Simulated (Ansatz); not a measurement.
```
Ga Bi Se
1.0
    -0.04035    6.43351   -0.07250
    -4.09009   -0.02634   -0.00733
    -0.00324   -1.17215    6.33224
Ga Bi Se
1 1 3
Direct
  0.35050 0.00000 0.44049
  0.17960 0.49978 0.84687
  0.00403 0.99959 0.52568
  0.44644 0.99980 0.10155
  0.51943 0.50006 0.64540
```

Space group Pm; a structure from a database of computed crystals, not necessarily the ambient phase; a generated structure, not necessarily the stable one.

Theory: DFT r2SCAN, scalar-relativistic, plane waves, PAW (Ansatz 0.2.0).

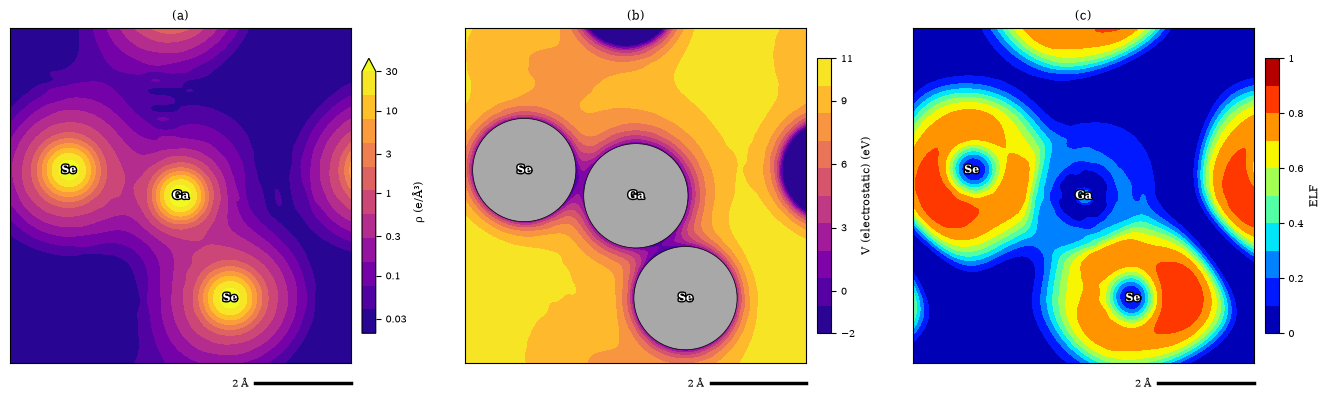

GaBiSe₃. (a) valence charge density (pseudo); (b) electrostatic potential (local pseudopotential plus Hartree) felt by an electron; (c) ELF on the (010) plane of the conventional cell. Grey discs cover the atomic cores in the potential map.

Core electrons are frozen (PAW), and the valence fields are smoothed inside the atomic spheres.

### Read the bonding off the picture.

- Atoms in the plane: Ga and Se.
- Ga–Se (2.38 Å): ρ is about 0.56 e/Å³ halfway; the ELF is about 0.70 at the midpoint.
- The density dies away to nearly zero in the voids.
- The ELF also peaks beside Se, away from the bonds: lone-pair regions.
- Outside the cores the potential energy rises away from the atoms and is highest about 2.2 Å from the nearest atoms; its zero is arbitrary.
